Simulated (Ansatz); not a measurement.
**Ba3SiO, pressure series**

Base system: Ba3SiO in the anti-perovskite structure (space group Pm-3m, No. 221; a cell from a computed database, its experimental status unchecked).

```
CELL_PARAMETERS angstrom
      5.28984     0.00000     0.00000
      0.00000     5.28984     0.00000
      0.00000     0.00000     5.28984
ATOMIC_POSITIONS crystal
  Ba 0.00000 0.50000 0.50000
  Ba 0.50000 0.00000 0.50000
  Ba 0.50000 0.50000 0.00000
  Si 0.00000 0.00000 0.00000
  O  0.50000 0.50000 0.50000
```

Cell and atoms are relaxed at each pressure.

Level of theory: plane-wave PAW DFT at the PBEsol level (Ansatz, a quantum-chemistry and plane-wave program, 420 eV), no spin-orbit coupling.

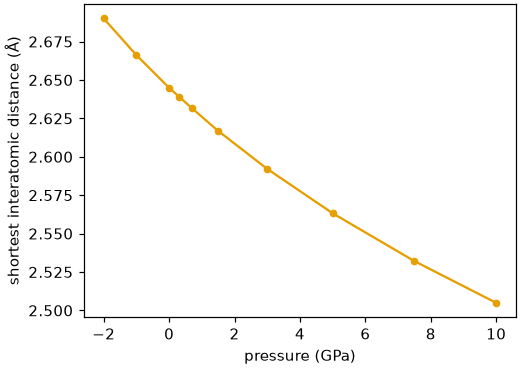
Shortest interatomic distance against pressure

Task: From the plot, what is the shortest interatomic distance for pressure 0.7 GPa?

Result: About 2.63 Å.

Task: Is the trend monotonic over the range shown?

Result: Yes, it falls throughout, spanning 2.505 Å to 2.690 Å.

Load acts through the strain it causes; cell and atoms are relaxed under it. No phonon test of stability was made. Competing high-pressure phases were not computed. All final runs are without spin polarisation.
